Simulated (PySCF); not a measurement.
## Electronic structure of C6H9BO2 (SMILES [BH2-]1OC=C(C2CC2)C=[O+]1) in real space

| atom | x (Å) | y (Å) | z (Å) |
| --- | --- | --- | --- |
| B | 5.4094 | 0.5745 | -0.4343 |
| O | 4.5856 | -0.2544 | 0.5606 |
| C | 3.3320 | -0.1464 | 0.6955 |
| C | 2.5119 | 0.7106 | -0.0435 |
| C | 1.0446 | 0.7606 | 0.1921 |
| C | 0.2567 | 2.0364 | 0.0658 |
| C | 0.0596 | 0.9384 | -0.9321 |
| C | 3.1758 | 1.4763 | -1.0073 |
| O | 4.4226 | 1.4491 | -1.2231 |
| H | 5.9534 | -0.1860 | -1.2129 |
| H | 6.1513 | 1.3073 | 0.1951 |
| H | 2.8866 | -0.7998 | 1.4631 |
| H | 0.7259 | 0.0877 | 0.9948 |
| H | -0.5338 | 2.2310 | 0.7952 |
| H | 0.7970 | 2.9343 | -0.2500 |
| H | -0.8691 | 0.3627 | -0.9018 |
| H | 0.4632 | 1.0737 | -1.9403 |
| H | 2.6135 | 2.1673 | -1.6554 |

Geometry: PBE0-D3(BJ)/def2-SVP.

Level of theory: PBE0/pcSseg-1, SCF density, gas phase, non-relativistic in PySCF.

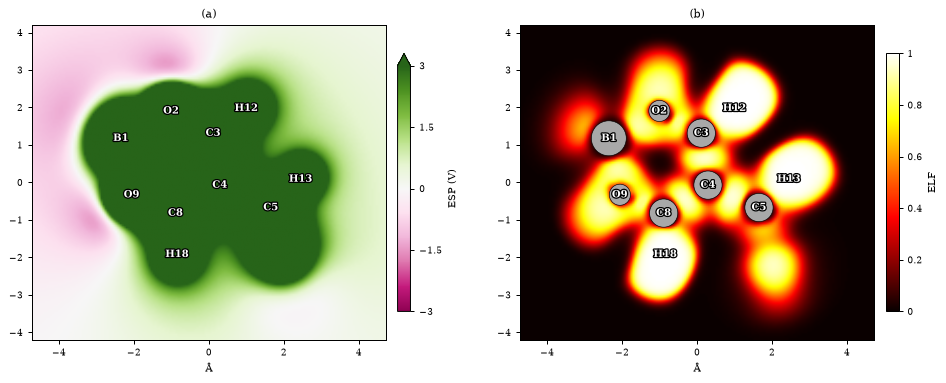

Figure 1. (a) electrostatic potential; (b) electron localisation function on the plane of atoms C3, C4 and C8. Grey discs cover the atomic cores in the ELF map.

Describe what can be read from this map.

Answer. The plane passes through B, O, C and H nuclei. C–O (1.27 Å): the ELF peaks at about 0.90 between the atoms, as expected for a polar covalent bond. C–C (1.40 Å): the ELF peaks at about 0.95 between the atoms (a covalent bond). B–O (1.53 Å): the ELF peaks at about 0.90 between the atoms; a polar covalent bond. C–H (1.10 Å): the ELF climbs to about 1 towards the hydrogen, as it does in any bond to H; a covalent bond by its length. C–C (1.49 Å): the ELF peaks at about 0.95 between the atoms: a shared electron pair. The ELF also peaks beside O9 and O2, away from the bonds: lone-pair regions. Outside the dense part of the molecule the potential is most negative (−1.4 V) near O2.

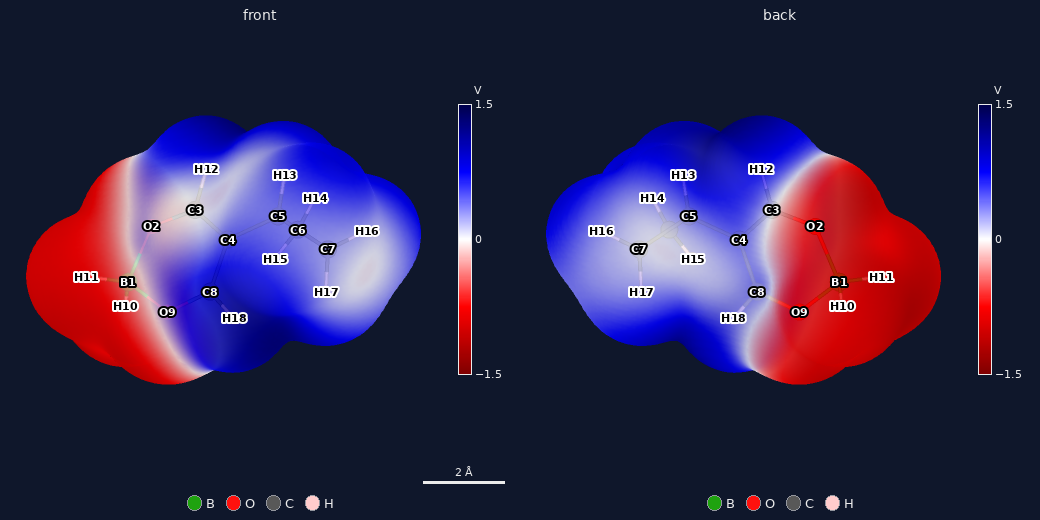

Figure 2. The molecular electrostatic potential painted on the density surface at 0.001 e/bohr³, seen from the front and from behind; the colour scale runs from red (negative) to blue (positive).

Where is the surface potential most negative and most positive?

Answer. The most negative region (about −1.2 V) lies over H10, the most positive (about +1.3 V) over H12 and H18.

How polar is the molecule by this calculation?

Answer. Its dipole moment is 5.15 D.
